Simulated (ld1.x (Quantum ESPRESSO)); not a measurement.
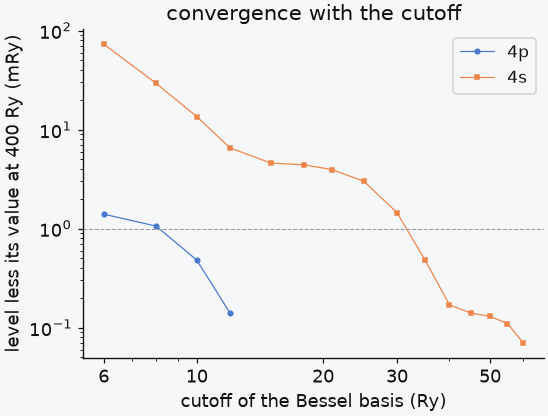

The pseudo-atom Hamiltonian at the reference potential is diagonalised in spherical Bessel functions (20 bohr box) up to the cutoff. Curves: distance of each valence level from its value at 400 Ry.

Gallium (Ga), norm-conserving Troullier–Martins (Kleinman–Bylander form), made with ld1.x (Quantum ESPRESSO) 7.5 (LDA (PZ), scalar-relativistic). Core [Ar] 3d10, reference 4s1.75 4p1.25. Waves: 4p (bound): rc 2.80 bohr; 4s (bound): rc 1.70 bohr. Local part: the s channel. Core correction: none.

Q: At which cutoff does each level come within 1 mRy for good?

A: 4p: 10 Ry; 4s: 35 Ry.

Q: Which occupied shell is the hardest?

A: 4s: its level needs 35 Ry to come within 1 mRy, against 10 Ry for 4p.

Q: What cutoffs are needed for 10 mRy and 1 mRy in the sum of levels?

A: 15 Ry and 35 Ry, on the ladder of cutoffs that was run.
